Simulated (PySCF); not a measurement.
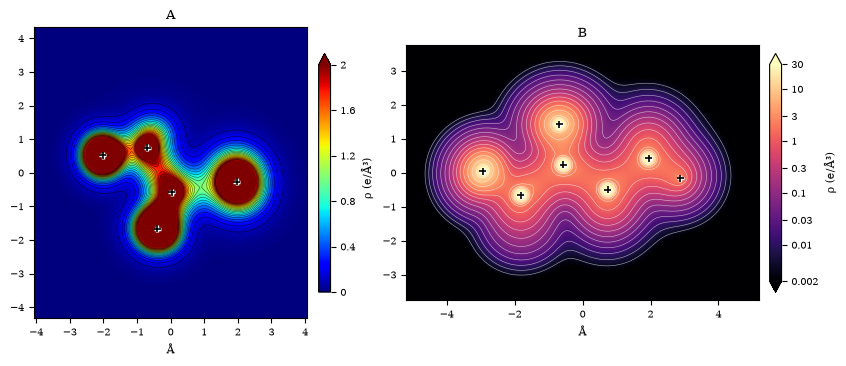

The electron density of 2 systems, each on a plane through atoms (crosses mark nuclei in the plane).

The calculation used PySCF 2.14.0, wB97X-D/def2-SVPD, SCF density, gas phase.

System 1: C$_{4}$H$_{5}$F$_{3}$O (SMILES CCC(=O)C(F)(F)F), the plane of atoms C2, C3 and O4. Geometry: PBE0-D3(BJ)/def2-SVP.

```yaml
atoms:
  - { symbol: C, position_ang: [-1.9012, -0.0267, -0.2528] }
  - { symbol: C, position_ang: [-0.5842, -0.2978, 0.4440] }
  - { symbol: C, position_ang: [0.5933, 0.2981, -0.2721] }
  - { symbol: O, position_ang: [0.5462, 0.8795, -1.3200] }
  - { symbol: C, position_ang: [1.9551, 0.1226, 0.4400] }
  - { symbol: F, position_ang: [2.9493, 0.6139, -0.2723] }
  - { symbol: F, position_ang: [2.1885, -1.1745, 0.6651] }
  - { symbol: F, position_ang: [1.9296, 0.7428, 1.6247] }
  - { symbol: H, position_ang: [-1.8922, -0.4220, -1.2784] }
  - { symbol: H, position_ang: [-2.0955, 1.0532, -0.3223] }
  - { symbol: H, position_ang: [-2.7335, -0.4934, 0.2920] }
  - { symbol: H, position_ang: [-0.5707, 0.0867, 1.4791] }
  - { symbol: H, position_ang: [-0.3833, -1.3794, 0.5463] }
```

System 2: C$_{3}$H$_{3}$BrF$_{2}$O, the plane of atoms O1, C2 and Br3. Geometry: GFN2-xTB.

```xyz
10

O     1.3760    1.7945   -0.7519
C     1.1391    0.7150   -0.3594
Br    2.2159   -0.8156   -0.9366
C     0.0705    0.2520    0.6035
F    -0.5223    1.3476    1.1682
C    -0.9841   -0.6155   -0.0978
F    -1.3425   -0.0704   -1.2952
H     0.5294   -0.3229    1.4201
H    -1.8834   -0.6639    0.5239
H    -0.5896   -1.6163   -0.2972
```

### Match each panel to its system.

Panel A is system 2, C$_{3}$H$_{3}$BrF$_{2}$O: the plane holds O, C, Br and F. C–O (1.17 Å): ρ at the midpoint is about 3.6 e/Å³. Panel B is system 1, C$_{4}$H$_{5}$F$_{3}$O: the plane holds C, O, F and H. C–O (1.20 Å): the density is about 3.4 e/Å³ at the midpoint.
